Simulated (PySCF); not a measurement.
# C2H5B, triplet, SMILES `B[C]C`: electronic structure

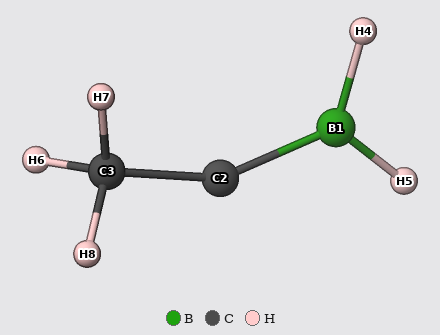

The molecule, with its atoms numbered as below. No frequency check shows the geometry to be a minimum.

Coordinates in Å:

```
B1       1.5398    0.0782   -0.0000
C2       0.1192   -0.2828    0.0042
C3      -1.2775    0.0651    0.0016
H4       1.8689    1.2145   -0.0022
H5       2.3827   -0.7415   -0.0015
H6      -1.7064   -0.1398   -0.9857
H7      -1.4579    1.1249    0.2332
H8      -1.8360   -0.5434    0.7216
```

## 1. Bonding charge

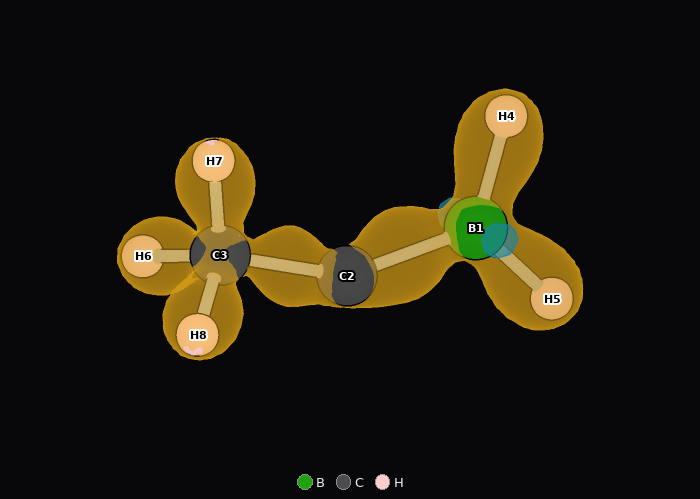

Deformation density (molecule less spherical, spin-averaged free atoms at the same positions), surfaces at ±0.21 e/Å³; yellow: gain, teal: loss.

Level of theory: PBE0/6-31+G* (PySCF), at a geometry from GFN2-xTB. The stability of the open-shell solution wasn't checked. This spin state may not be the molecule's ground state. GFN2-xTB doesn't know the spin state, so this open-shell geometry is rough.

Q: How much density has each bond gained at its critical point, relative to the free atoms?

A: C3–H8: +0.61 e/Å³ at the bond critical point (bond length 1.10 Å). C3–H7: +0.61 e/Å³ at the bond critical point (bond length 1.10 Å). C3–H6: +0.60 e/Å³ at the bond critical point (bond length 1.10 Å). C2–C3: +0.54 e/Å³ at the bond critical point (bond length 1.44 Å). B1–H5: +0.47 e/Å³ at the bond critical point (bond length 1.18 Å). B1–H4: +0.45 e/Å³ at the bond critical point (bond length 1.18 Å). B1–C2: +0.42 e/Å³ at the bond critical point (bond length 1.47 Å). In all, 1.7 electrons gather in the regions of gain relative to the promolecule.

## 2. Bond critical points

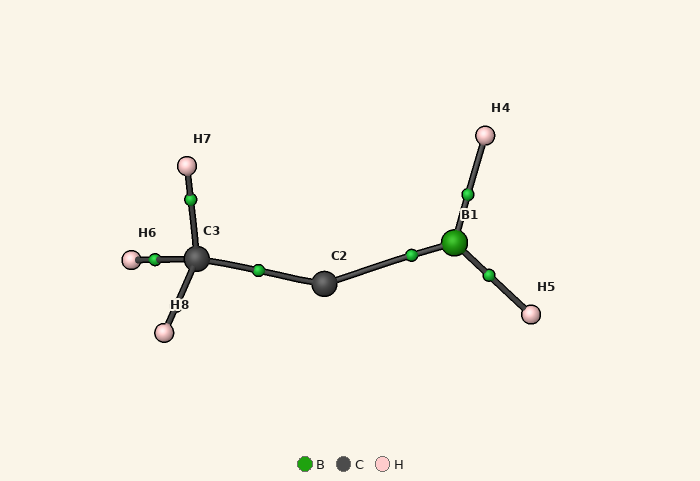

Molecular graph of the electron density (QTAIM): bond paths, bond critical points (green), ring points (magenta, if any); weak paths are dashed.

Q: How many critical points of each kind are there, and does the count close?

A: 8 nuclei, 7 bond, 0 ring and 0 cage critical points: 8 − 7 + 0 − 0 = 1, as the Poincaré–Hopf relation requires.

Q: Tabulate density, Laplacian, ellipticity and energy density at the bond critical points (atomic units).

A:
```json
{"bond": "C2–C3", "length (Å)": "1.439", "ρ (a.u.)": "0.283", "∇²ρ (a.u.)": "−0.74", "ε": "0.02", "H (a.u.)": "−0.265"}
{"bond": "C3–H8", "length (Å)": "1.096", "ρ (a.u.)": "0.266", "∇²ρ (a.u.)": "−0.88", "ε": "0.01", "H (a.u.)": "−0.258"}
{"bond": "C3–H6", "length (Å)": "1.096", "ρ (a.u.)": "0.264", "∇²ρ (a.u.)": "−0.87", "ε": "0.01", "H (a.u.)": "−0.256"}
{"bond": "C3–H7", "length (Å)": "1.100", "ρ (a.u.)": "0.263", "∇²ρ (a.u.)": "−0.86", "ε": "0.01", "H (a.u.)": "−0.253"}
{"bond": "B1–C2", "length (Å)": "1.466", "ρ (a.u.)": "0.196", "∇²ρ (a.u.)": "+0.24", "ε": "0.20", "H (a.u.)": "−0.185"}
{"bond": "B1–H5", "length (Å)": "1.176", "ρ (a.u.)": "0.184", "∇²ρ (a.u.)": "−0.38", "ε": "0.21", "H (a.u.)": "−0.200"}
{"bond": "B1–H4", "length (Å)": "1.183", "ρ (a.u.)": "0.180", "∇²ρ (a.u.)": "−0.35", "ε": "0.24", "H (a.u.)": "−0.194"}
```

Q: What kind of interaction is C3–H6?

A: Shared-shell (covalent): ρ = 0.264, ∇²ρ = −0.87, H = −0.256 a.u.

## 3. Local ionisation energy

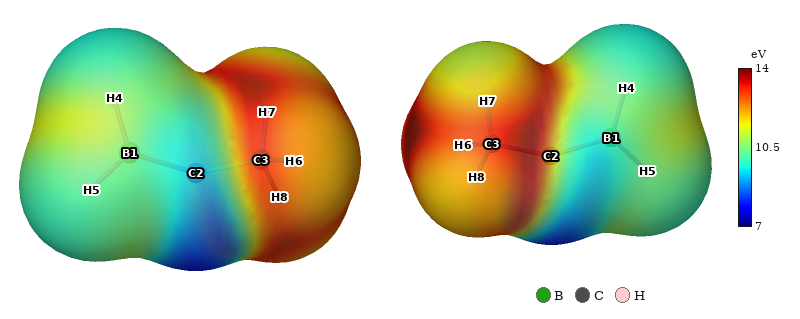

Average local ionisation energy on the surface of electron density 0.001 a.u. (back view left, front view right).

Q: Locate the minima of the map.

A: The lowest value is 7.9 eV, 2.0 Å from C2. Further minima include 9.6 eV, 1.5 Å from H4; 11.0 eV, 1.4 Å from H7; 11.7 eV, 1.3 Å from H8. For comparison, the highest occupied orbital lies at −6.1 eV.

Q: What volume does the surface enclose, and what is the dipole moment?

A: About 83 Å³; the dipole moment is 2.0 D.

## 4. Spin density

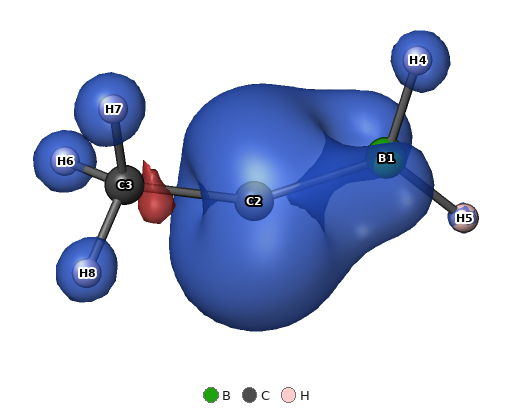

Spin density ρα − ρβ at ±0.05 e/Å³ (blue: excess α, red: excess β).

Q: Where is the unpaired spin?

A: Hirshfeld spin populations: C2 +1.29, B1 +0.35, C3 +0.11, H4 +0.06 and H7 +0.06. ⟨S²⟩ = 2.01, against 2.00 for a pure state.

## 5. In an electric field

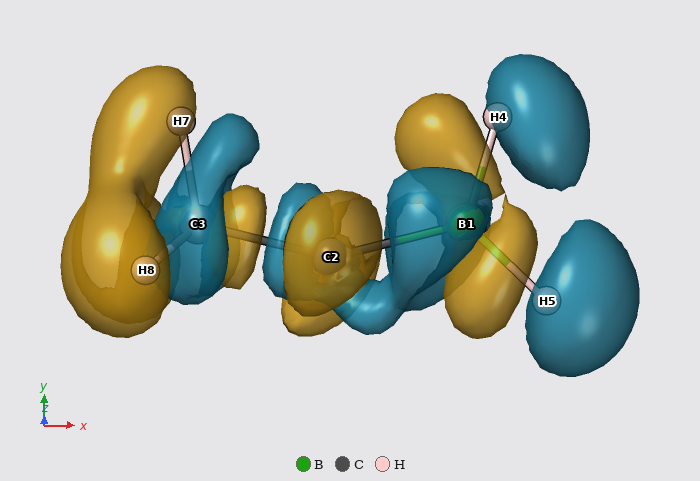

Change of the electron density in a uniform field of 0.26 V/Å, surfaces at ±0.002 e/Å³ (yellow: gain, teal: loss).

Computed with PySCF, HF/def2-TZVP, geometry: GFN2-xTB. A basis without diffuse functions makes polarisabilities too small. The stability of the open-shell solution wasn't checked. This spin state may not be the molecule's ground state. GFN2-xTB doesn't know the spin state, so this open-shell geometry is rough.

The field was applied in both directions; the picture shows the one opposite to the script's first.

Q: Along which Cartesian direction does the field point?

A: Along +x: electrons gather on the −x side, against the field.

Q: What dipole is induced, and what polarisability does it imply?

A: The induced dipole is 0.61 D (along the field); α along this axis, from the fields in both directions, is 48 bohr³ (7.2 Å³).

The PySCF runs shown took 7.5 s and 3.8 s on 1 thread of Arm Neoverse V1, with other jobs on the host.
